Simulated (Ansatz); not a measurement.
The runs began from a structure in Materials Project; this end point is another cell, not compared with measured phases.

The end point of a relaxation of Cd(HO)₂. Calculation: r2SCAN (plane waves to 500 eV, PAW, scalar-relativistic; Ansatz, a first-principles code).

P3m1 (No. 156), hP5; a = b = 3.7728 Å, c = 4.3344 Å, α = β = 90.00°, γ = 120.00°.

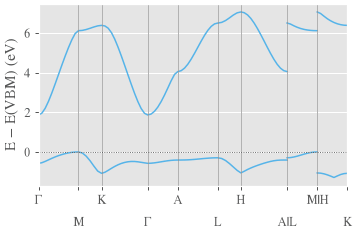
Fig. 1. Highest filled and lowest empty band along the path of this cell's Brillouin zone

Task: Read off the gap and say whether it is direct.

Result: 1.87 eV, indirect (valence top at M, conduction bottom at Γ) (no spin-orbit coupling).

Task: How far does the top valence band disperse along this path?

Result: About 1.3 eV.

No spin polarisation in the result.

The run could not lose the symmetry of its start.

It was reached from a disturbed copy of a P-3m1 (No. 164) cell, against which it lies +0.194 eV/atom.
